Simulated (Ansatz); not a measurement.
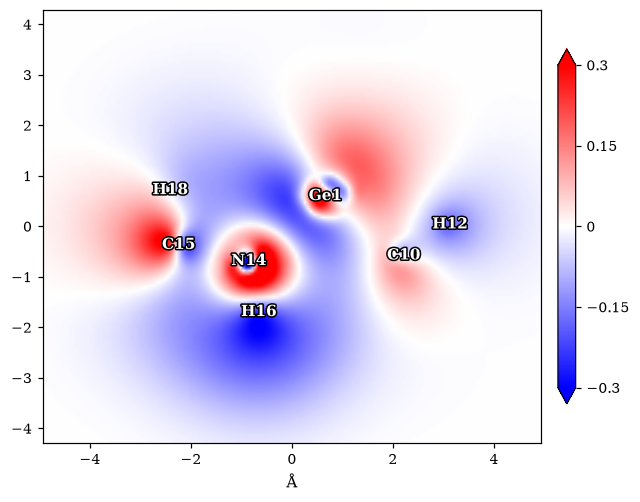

The picture shows: C$_{4}$H$_{13}$GeN (GeMe3(NHMe)) (charge +1, doublet). The LUMO (α) on the plane of atoms N14, C15 and H18 (values in Å⁻³ᐟ²; the overall sign is arbitrary).

Geometry: B3LYP-D4/def2-SVP.

Method: Ansatz 0.2.0, UKS PBE0-D4/def2-TZVP.

```json
{"atom": "Ge", "x (Å)": "0.0937", "y (Å)": "0.6225", "z (Å)": "0.0621"}
{"atom": "C", "x (Å)": "-0.0312", "y (Å)": "0.3858", "z (Å)": "1.9959"}
{"atom": "H", "x (Å)": "-1.0800", "y (Å)": "0.3596", "z (Å)": "2.3242"}
{"atom": "H", "x (Å)": "0.4628", "y (Å)": "1.2494", "z (Å)": "2.4691"}
{"atom": "H", "x (Å)": "0.4858", "y (Å)": "-0.5277", "z (Å)": "2.3227"}
{"atom": "C", "x (Å)": "1.8954", "y (Å)": "0.4071", "z (Å)": "-0.6646"}
{"atom": "H", "x (Å)": "2.4952", "y (Å)": "1.2645", "z (Å)": "-0.3201"}
{"atom": "H", "x (Å)": "1.8813", "y (Å)": "0.4072", "z (Å)": "-1.7637"}
{"atom": "H", "x (Å)": "2.3660", "y (Å)": "-0.5155", "z (Å)": "-0.2962"}
{"atom": "C", "x (Å)": "-0.9949", "y (Å)": "2.0276", "z (Å)": "-0.7209"}
{"atom": "H", "x (Å)": "-0.9791", "y (Å)": "1.9776", "z (Å)": "-1.8198"}
{"atom": "H", "x (Å)": "-0.5811", "y (Å)": "3.0027", "z (Å)": "-0.4197"}
{"atom": "H", "x (Å)": "-2.0333", "y (Å)": "1.9737", "z (Å)": "-0.3615"}
{"atom": "N", "x (Å)": "-0.7936", "y (Å)": "-1.0325", "z (Å)": "-0.6089"}
{"atom": "C", "x (Å)": "-0.4527", "y (Å)": "-2.3797", "z (Å)": "-0.2849"}
{"atom": "H", "x (Å)": "-1.5783", "y (Å)": "-0.9519", "z (Å)": "-1.2688"}
{"atom": "H", "x (Å)": "-0.2192", "y (Å)": "-2.9453", "z (Å)": "-1.2110"}
{"atom": "H", "x (Å)": "0.3952", "y (Å)": "-2.4302", "z (Å)": "0.4100"}
{"atom": "H", "x (Å)": "-1.3319", "y (Å)": "-2.8951", "z (Å)": "0.1561"}
```

> Where does this orbital lie, and at what energy?

Its weight (Hirshfeld) is mainly on H16 (about 25 %), Ge1 (about 20 %), N14 (about 15 %) and C15 (about 10 %). Its energy is −3.88 eV.
